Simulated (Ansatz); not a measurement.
**SiH (SMILES [SiH]) at UB2PLYP/def2-TZVPPD**

What is the electronic atomisation energy of SiH at UB2PLYP/def2-TZVPPD? 

The calculation is run with Ansatz 0.2.0.

29 further runs of the same task are left out: 1 that didn't finish, 28 set aside as unsound or not needed.

## Step 1: Starting point

The species is SiH (2 atoms), meant as a doublet with charge 0. SMILES: `[SiH]`. The coordinates come from a PBE0-D4/def2-TZVP relaxation.

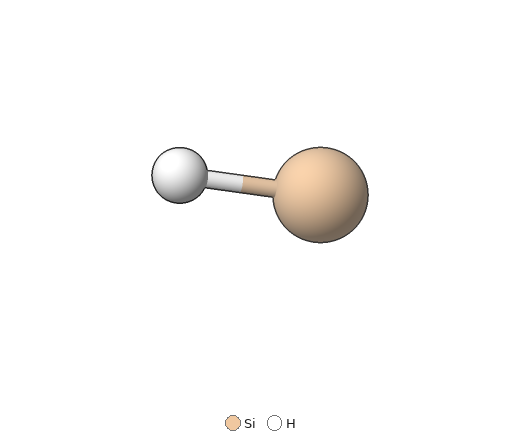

The structure, seen from a chosen angle (silicon light orange, hydrogen white).

## Step 2: A single-point energy at UB2PLYP/def2-TZVPPD

Contents of input.yaml:

```yaml
crystal:
  periodic: [false, false, false]
  atoms:
    - {symbol: Si, position_ang: [0.000000, 0.000000, -0.007580]}
    - {symbol: H, position_ang: [-0.000000, -0.000000, 1.524140]}
basis:
  gaussian:
    orbitals: def2-TZVPPD.json
magnetization:
  spin_polarized: true
  initial_magnetization: 1
hamiltonian:
  xc: {name: B2PLYP}
correlation:
  frozen_orbitals: {H: 0, Si: 5}
accuracy: high
output: {orbitals: {seedname: orbitals}}
```

The basis set def2-TZVPPD is read from a file made from the Basis Set Exchange's data (not shown).

Launch:

```console
$ ansatz run input.yaml --threads 1 --pin off --max-ram 3480MiB --events-out events.jsonl --progress --plain --runs-dir runs
```

Log:

```text
Warning: RAYON_NUM_THREADS=1 ignored (pool sized by the plan → 1); use --threads N
Functional definition: B2PLYP
  name "B2PLYP"
  parameter a = 0.53
  parameter c = 0.27
  exchange = (1 - a)*b88_x + a*exact_x
  correlation = (1 - c)*lyp_c + c*(mp2_os + mp2_ss)
821 factors; integrals over basis functions are off by at most 3.9e-9 eV
mean field evaluation 1: about -7886.7255 eV, gradient 4.9e0 eV
mean field evaluation 2: about -7886.7253 eV, gradient 4.9e0 eV
mean field evaluation 4: about -7886.9653 eV, gradient 5.0e-1 eV
mean field evaluation 8: about -7886.9680 eV, gradient 1.2e-2 eV
mean field evaluation 16: about -7886.9680 eV, gradient 1.4e-5 eV
mean field -7886.96803763 eV, -289.8407294040 hartree, gradient 7.5e-8 eV, S^2 0.759854; 2 other end points of the search recorded, 0 dependent functions left out
5 core orbitals not correlated: weight in the atoms' cores, before any rotation towards them, 1.000 or more for the frozen orbitals, at most 0.000 for the correlated occupied ones
reference -7886.96805405 eV, -289.8407300074 hartree; 3, 2 occupied and 57, 58 virtual orbitals, 821 factors
second order -2.82515547 eV of doubles, -0.00000000 eV of singles
Total energy: -7887.73084603 eV, -289.8687620955 hartree
```

Wall time 2.5 s (1 thread of Arm Neoverse V2, shared host); peak memory 0.14 GiB.

## Step 3: The H atom, same level

Contents of job.yaml:

```yaml
crystal:
  periodic: [false, false, false]
  atoms:
    - {symbol: H, position_ang: [0.000000, 0.000000, 0.000000]}
basis:
  gaussian: {orbitals: def2-TZVPPD.json}
magnetization: {spin_polarized: true, initial_magnetization: 1}
accuracy: high
hamiltonian: {xc: {name: B2PLYP}}
correlation: {frozen_orbitals: {H: 0}}
```

The basis set def2-TZVPPD is read from a file made from the Basis Set Exchange's data (not shown).

Run the same way, it converges to -0.49861 Eh (log not shown).

## Step 4: The Si atom at the same level

Contents of run.yaml:

```yaml
crystal:
  periodic: [false, false, false]
  atoms:
    - {symbol: Si, position_ang: [0.000000, 0.000000, 0.000000]}
basis:
  gaussian: {orbitals: def2-TZVPPD.json}
accuracy: high
hamiltonian: {xc: {name: B2PLYP}}
magnetization: {spin_polarized: true, initial_magnetization: 2}
correlation: {frozen_orbitals: {Si: 5}}
```

The basis set def2-TZVPPD is read from a file made from the Basis Set Exchange's data (not shown).

Launch:

```console
$ ansatz run run.yaml --threads 1 --pin off --max-ram 3480MiB --events-out events.jsonl --progress --plain --runs-dir runs
```

Log:

```text
Warning: RAYON_NUM_THREADS=1 ignored (pool sized by the plan → 1); use --threads N
[... 6 set-up lines as earlier in the session ...]
468 factors; integrals over basis functions are off by at most 3.9e-9 eV
mean field evaluation 1: about -7870.3670 eV, gradient 2.9e0 eV
mean field evaluation 2: about -7870.3687 eV, gradient 2.9e0 eV
mean field evaluation 4: about -7870.4554 eV, gradient 2.8e-1 eV
mean field evaluation 8: about -7870.4559 eV, gradient 5.9e-4 eV
mean field evaluation 16: about -7870.4559 eV, gradient 4.5e-8 eV
mean field -7870.45589461 eV, -289.2339193404 hartree, gradient 4.5e-8 eV, S^2 2.007486; 0 other end points of the search recorded, 0 dependent functions left out
5 core orbitals not correlated: weight in the atoms' cores, before any rotation towards them, 1.000 or more for the frozen orbitals, at most 0.000 for the correlated occupied ones
reference -7870.45590821 eV, -289.2339198400 hartree; 3, 1 occupied and 40, 42 virtual orbitals, 468 factors
second order -1.97387132 eV of doubles, -0.00000000 eV of singles
Total energy: -7870.98885346 eV, -289.2535052169 hartree
```

It took 1.2 s on 1 thread of Arm Neoverse V2, shared host; peak memory 0.1 GiB.

## Step 5: Results

Level: UB2PLYP/def2-TZVPPD, 5 core orbitals frozen.

```
                                                          quantity          value
                                            molecule: total energy  -289.86876 Eh
molecule: HOMO energy (SCF part's orbitals) (highest over α and β)       -6.34 eV
 molecule: LUMO energy (SCF part's orbitals) (lowest over α and β)       -1.94 eV
                                                    molecule: ⟨S²⟩          0.760
                                              H atom: total energy    -0.49861 Eh
                                                      H atom: ⟨S²⟩          0.750
                                             Si atom: total energy  -289.25351 Eh
                                                     Si atom: ⟨S²⟩          2.007
                                     electronic atomisation energy       3.174 eV
```

What this shows: Taking the molecule apart into free atoms costs 3.17 eV (306 kJ/mol), before zero-point energy and without spin-orbit coupling.
